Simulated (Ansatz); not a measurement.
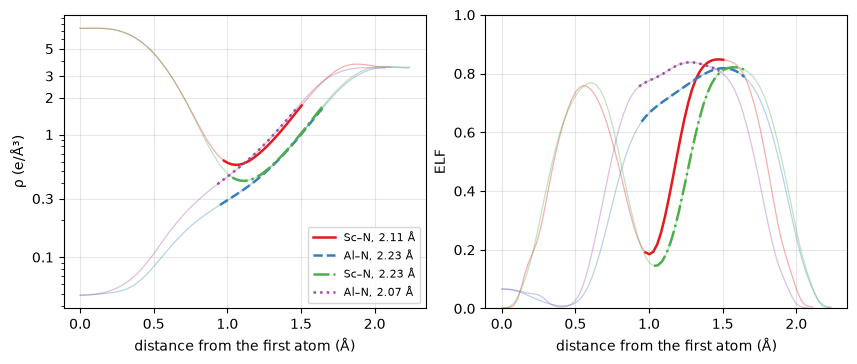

Sc₅AlN₆. Valence pseudo-density and ELF along straight lines between neighbouring atoms. Thin, pale parts lie inside the atomic spheres.

Space group P4/mmm; a structure generated by program, which may or may not match a known phase; computed pressure about −6 GPa in this cell.

Level of theory: Ansatz 0.2.0, DFT PBEsol, scalar-relativistic, plane waves, PAW.

The density is the valence pseudo-density of a PAW calculation; it isn't the true density close to the nuclei.

> What can be read from the curves?

Sc–N (2.11 Å): ρ at the midpoint is about 0.57 e/Å³; the ELF peaks at about 0.85 in the valence shell of N, 0.6 Å from its nucleus, and is about 0.20 at the midpoint: no shared electron pair shows on this line.
Al–N (2.23 Å): ρ is about 0.36 e/Å³ halfway; the ELF peaks at about 0.80 in the valence shell of N, 0.7 Å from its nucleus, and is about 0.70 at the midpoint.
Sc–N (2.23 Å): the density is about 0.42 e/Å³ at the midpoint; the ELF peaks at about 0.80 in the valence shell of N, 0.7 Å from its nucleus, and is about 0.20 at the midpoint: no localised pair shows between them.
Al–N (2.07 Å): ρ at the midpoint is about 0.49 e/Å³; the ELF peaks at about 0.85 in the valence shell of N, 0.8 Å from its nucleus, and is about 0.80 at the midpoint.
